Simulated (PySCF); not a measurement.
## Electronic structure of C6H11FOSi in real space

Input

```
{"job": {"kind": "nmr", "xc": "PBE0", "basis": "pcSseg-1"}, "charge": 0, "multiplicity": 1}
F      4.741592    -0.116414     0.718898
Si     3.605764     0.529229    -0.230306
C      1.942802    -0.110756     0.434715
O      0.939901     0.435945    -0.410003
C     -0.343907     0.102644    -0.118843
C     -0.845453    -0.669468     0.838237
C     -2.344912    -0.712336     0.769242
C     -2.662902    -0.104067    -0.607594
C     -1.415974     0.704825    -0.988827
H      3.736135     1.968247    -0.068998
H      3.883026     0.026846    -1.565988
H      1.883264    -1.206848     0.416754
H      1.762765     0.199600     1.472378
H     -0.307539    -1.194009     1.606682
H     -2.778460    -0.114514     1.577196
H     -2.731519    -1.727799     0.868819
H     -2.815498    -0.904536    -1.332218
H     -3.561621     0.509695    -0.589111
H     -1.164238     0.629413    -2.046372
H     -1.528373     1.764982    -0.747696
```

Run with:

```sh
OMP_NUM_THREADS=1 python probes_run.py task.json out
```

Geometry: GFN2-xTB.

Computed with PBE0/pcSseg-1, SCF density, gas phase, non-relativistic (PySCF 2.14.0).

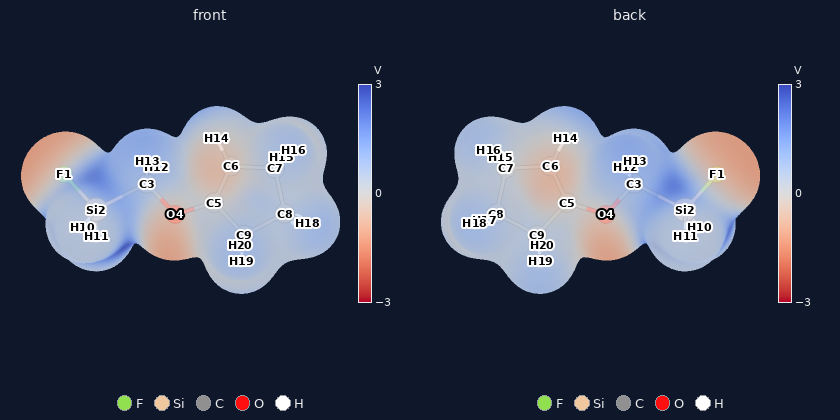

Figure 1. The electrostatic potential painted on the density surface at 0.004 e/bohr³, seen from the front and from behind; red is negative and blue positive.

Which sites attract a positive test charge, and which a negative one?

A positive charge is drawn to the negative regions and a negative charge to the positive ones. The most negative region (about −1.2 V) lies over F1, the most positive (about +2.3 V) over Si2.

How polar is the molecule by this calculation?

Its dipole moment is 1.35 D.

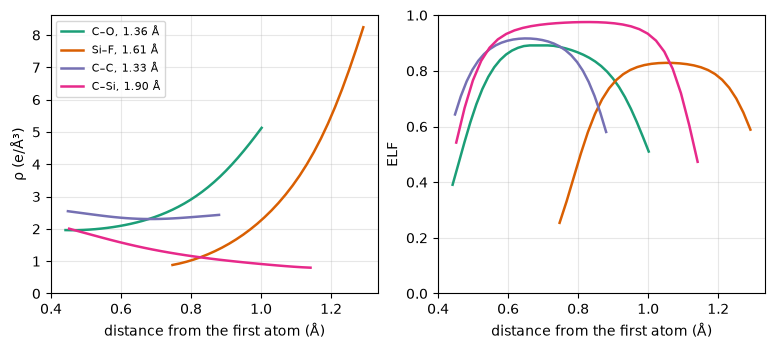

Figure 2. Total electron density and electron localisation function along straight lines between neighbouring atoms. The curves leave out the atomic cores.

What can be read from the curves?

C–O (1.36 Å): ρ is about 2.3 e/Å³ halfway, with its minimum of 2 e/Å³ about 0.5 Å from C; the ELF peaks at about 0.90 between the atoms, as expected for a polar covalent bond.
Si–F (1.61 Å): ρ at the midpoint is about 1 e/Å³; the ELF peaks at about 0.85 in the valence shell of F, 0.6 Å from its nucleus, and is about 0.50 at the midpoint.
C–C (1.33 Å): ρ is about 2.3 e/Å³ halfway; the ELF peaks at about 0.90 between the atoms; a multiple bond.
C–Si (1.90 Å): the density is about 0.96 e/Å³ at the midpoint; the ELF peaks at about 1 between the atoms (a covalent bond).
